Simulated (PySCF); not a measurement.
Vertical excitations of a molecule C2H4BF2N from PySCF 2.14.0 with TDA-B3LYP/def2-SVPD, as energy in eV (oscillator strength): 6.39 (0.250), 6.43 (0.023), 7.02 (0.002), 7.10 (0.097), 7.49 (0.074), 7.63 (0.000), 7.72 (0.047), 8.20 (0.018), 8.51 (0.006), 8.57 (0.002). Lowest triplet (TDA): 3.88 eV. Geometry: PBE0-D3(BJ)/def2-SVP. One conformer was computed; it need not be the lowest.

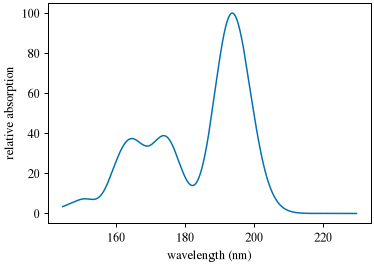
Figure: The lines broadened by 0.4 eV.

Task: Which molecule gave these data?
A. NB(F)/C=C\F
B. C=C(F)B(N)F
C. CC#N.FBF
D. C/C=N/B(F)F

Result: B, C=C(F)B(N)F
